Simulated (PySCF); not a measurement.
**C2F6O3S: excited-state calculation**

- system: C2F6O3S
- method: TDDFT CAM-B3LYP/def2-SVPD, vertical, gas phase, core orbitals frozen in the response (PySCF 2.14.0)

The geometry comes from this level: PBE0-D3(BJ)/def2-SVP.

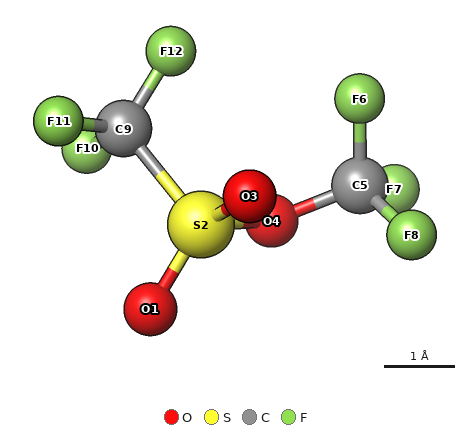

Fig. 1: The structure as given in the input (ball-and-stick view, seen at a tilt; atoms are numbered from 1 in the order of the input). Bond lengths as drawn: C–F 1.31 to 1.32 Å, C–O 1.38 Å, C–S 1.86 Å and O–S 1.43 to 1.66 Å.

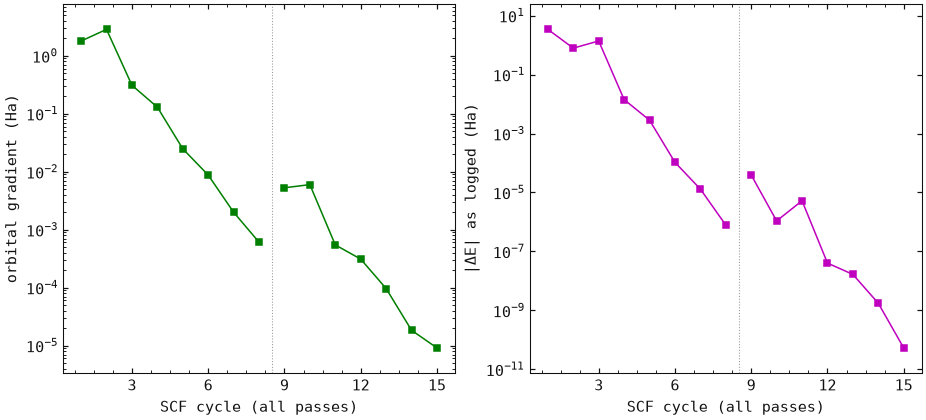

Fig. 2: Convergence of the self-consistent field: orbital gradient and size of the energy change against the SCF cycle. The dotted line marks the change from a coarse to the final integration grid. The first 8 cycles use a coarse grid, the final grid takes over at cycle 9, and the field converges after 15 cycles in all.

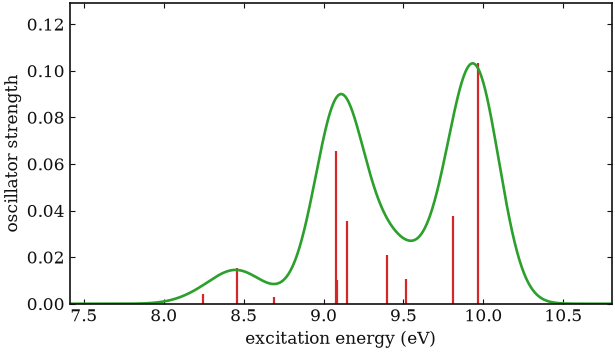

Fig. 3: Computed excitations as sticks (degenerate states added up, dark ones marked on the axis), with a Gaussian envelope of 0.35 eV full width at half maximum, scaled to the tallest. Of the 10 states the lowest lies at 8.25 eV (f = 0.004); the strongest line is at 9.97 eV, or 124 nm (f = 0.103).

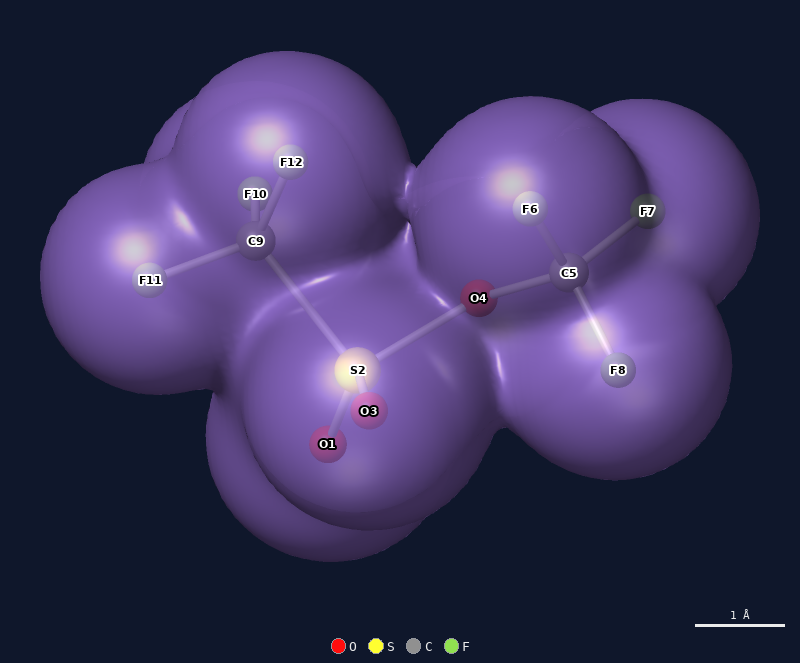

Fig. 4: Isosurface of the electron density at 0.05 e/Å³ (purple), seen at a tilt. At this value the surface is in one piece. On the grid the lowest density along these lines, outside the cores, is 2 e/Å³ (C–F, 1.31 Å), 2 e/Å³ (C–O, 1.38 Å), 2.1 e/Å³ (S–O, 1.43 Å) and 1.4 e/Å³ (C–S, 1.86 Å).

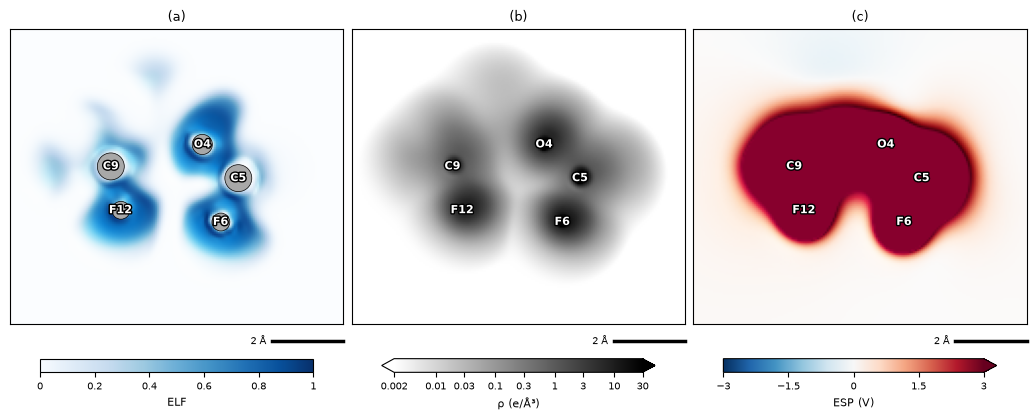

Fig. 5: (a) electron localisation function; (b) electron density; (c) electrostatic potential on the plane of atoms O4, C5 and F6. Grey discs, where drawn, cover atomic cores. Atoms in the plane: O, C and F.

The input and output of the run follow.

Input file:
```
{"job": {"kind": "uv", "xc": "CAM-B3LYP", "basis": "def2-SVPD", "ip": false}, "charge": 0, "multiplicity": 1}
O      1.304130    -0.319030    -1.932169
S      0.622187     0.295726    -0.831561
O      0.161196     1.657858    -0.808012
O     -0.627697    -0.725507    -0.458132
C     -1.864458    -0.267444    -0.052989
F     -1.770680     0.477108     1.033566
F     -2.584417    -1.333588     0.210304
F     -2.446302     0.433927    -1.004173
C      1.632367    -0.014937     0.701398
F      1.928119    -1.291715     0.778543
F      2.731414     0.700768     0.590917
F      0.953059     0.358971     1.762776
```

The first line tells a small driver script what to run in PySCF; the rest is the geometry in Å.

Launch command:
```bash
OMP_NUM_THREADS=2 python <driver script> task.json out
```

Output:
```
coarse grid: 13576 points
cycle   1  E = -1297.3077058003  dE =  3.424e+00  |g| = 1.797e+00  |ddm| = 4.700e+00
cycle   2  E = -1296.5176231711  dE =  7.901e-01  |g| = 2.857e+00  |ddm| = 4.322e+00
cycle   3  E = -1297.9007437124  dE = -1.383e+00  |g| = 3.098e-01  |ddm| = 2.705e+00
cycle   4  E = -1297.9149263890  dE = -1.418e-02  |g| = 1.298e-01  |ddm| = 4.090e-01
cycle   5  E = -1297.9177662082  dE = -2.840e-03  |g| = 2.484e-02  |ddm| = 1.371e-01
cycle   6  E = -1297.9178716023  dE = -1.054e-04  |g| = 8.739e-03  |ddm| = 3.247e-02
cycle   7  E = -1297.9178846515  dE = -1.305e-05  |g| = 1.997e-03  |ddm| = 9.965e-03
cycle   8  E = -1297.9178854350  dE = -7.835e-07  |g| = 6.073e-04  |ddm| = 2.900e-03
final grid: 137416 points
cycle   9  E = -1298.0889184469  dE = -3.924e-05  |g| = 5.274e-03  |ddm| = 5.550e-02
cycle  10  E = -1298.0889173634  dE =  1.083e-06  |g| = 5.980e-03  |ddm| = 8.477e-03
cycle  11  E = -1298.0889226036  dE = -5.240e-06  |g| = 5.454e-04  |ddm| = 4.496e-03
cycle  12  E = -1298.0889226438  dE = -4.025e-08  |g| = 3.104e-04  |ddm| = 7.430e-04
cycle  13  E = -1298.0889226605  dE = -1.663e-08  |g| = 9.640e-05  |ddm| = 3.031e-04
cycle  14  E = -1298.0889226622  dE = -1.745e-09  |g| = 1.835e-05  |ddm| = 9.859e-05
cycle  15  E = -1298.0889226623  dE = -5.321e-11  |g| = 9.099e-06  |ddm| = 2.592e-05
converged SCF energy = -1298.0889226623

Static polarisability (au): isotropic 61.052, principal 56.980 59.080 67.097

Singlet excitations
state   eV       nm        f      main configurations
  1   8.2483    150.3   0.00430   H->L 0.47, H-1->L 0.31
  2   8.4583    146.6   0.01546   H-1->L 0.43, H->L 0.24, H->L+1 0.12
  3   8.6873    142.7   0.00305   H-2->L 0.26, H-1->L+1 0.19, H->L+1 0.18
  4   9.0765    136.6   0.06537   H->L+1 0.33, H-2->L+1 0.20
  5   9.0856    136.5   0.01000   H-2->L 0.49, H-1->L+1 0.10
  6   9.1490    135.5   0.03559   H-2->L+1 0.46, H-1->L+1 0.17
  7   9.3939    132.0   0.02080   H-3->L 0.62, H-4->L 0.12
  8   9.5176    130.3   0.01041   H->L+2 0.16, H->L+5 0.14, H-1->L+5 0.13
  9   9.8124    126.4   0.03758   H-4->L 0.31, H-3->L+1 0.25
 10   9.9660    124.4   0.10321   H->L+2 0.11, H->L+3 0.10, H-3->L+1 0.10

Triplet excitations (Tamm-Dancoff, eV): 7.6425 7.8530 7.9525 8.0808
```

Results in brief:

- outcome: converged
- total energy: −1298.088923 hartree
- HOMO: −12.06 eV
- LUMO: 0.44 eV
- dipole moment: 1.60 D
- mean polarisability: 61.05 a.u.
- lowest singlet excitation: 8.25 eV
- hardware: 2 CPU threads, shared host
- wall time: 78 s (CPU time 2.8 min)
- peak memory: 1.7 GiB
